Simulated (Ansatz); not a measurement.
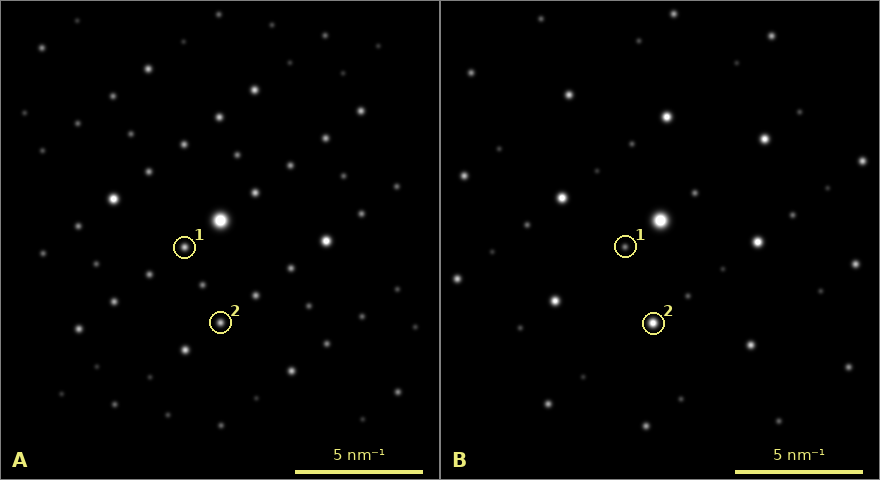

Kinematic electron diffraction patterns (120 kV, B = 0.5 Å², same scale) along [001] of the run's own cell, for the start and the end of one relaxation of Rb3HO2 with Ansatz, DFT, PAW plane waves, r2scan. k mesh 4×4×4. The start is a generated model structure, and the relaxation ends in the nearest stationary point of its symmetry, not necessarily the ground state. Spot 1 is 0 -1 0 and spot 2 is 2 -1 0 in both.

Start structure:

```
O Rb H
1.0
     0.00000    0.00000    6.87549
     6.33831    0.00000    0.00000
     3.16915    6.33831   -3.43775
O Rb H
4 6 2
Direct
  0.13440 0.13910 0.26880
  0.86560 0.86090 0.73120
  0.36560 0.40790 0.73120
  0.63440 0.59210 0.26880
  0.25000 0.50000 0.00000
  0.75000 0.50000 0.00000
  0.49050 0.75950 0.48100
  0.00950 0.24050 0.51900
  0.50950 0.24050 0.51900
  0.99050 0.75950 0.48100
  0.00000 0.00000 0.00000
  0.50000 0.00000 0.00000
```

Question: Which pattern belongs to the start structure, and which to the relaxed one?

Answer: A is the start: its cell gives d(1) = 5.669 Å, d(2) = 2.458 Å and an angle of 52.6°. B is the relaxed structure, with d(1) = 5.723 Å (+0.9 %), d(2) = 2.446 Å (-0.5 %) and 48.5°.

Question: Name reflections whose intensity changes strongly on relaxation.

Answer: 2 -2 0, 4 0 0, 0 2 0 fade out of sight; 0 4 0 goes from 16 to 0.77 % of the strongest spot; 2 1 0 goes from 9.3 to 0.27 % of the strongest spot; 2 0 0 goes from 12 to 1.3 % of the strongest spot. The relaxed structure has a primitive cell 2 times smaller; the reflections that this extinguishes don't lie in this zone.

Question: What did the relaxation do to the structure and the energy?

Answer: The volume changed by +0.8 % to 23.21 Å³ an atom; with the mean shift removed, the atoms moved by up to 1.58 Å relative to the cell (O most); the space group went from Ibam (No. 72) to Cmmm (No. 65); the free energy fell by 700 meV an atom. Relaxed cell: a = 7.600 Å, b = 6.725 Å, c = 7.445 Å, α = 63.15°, β = 120.69°, γ = 90.00°.
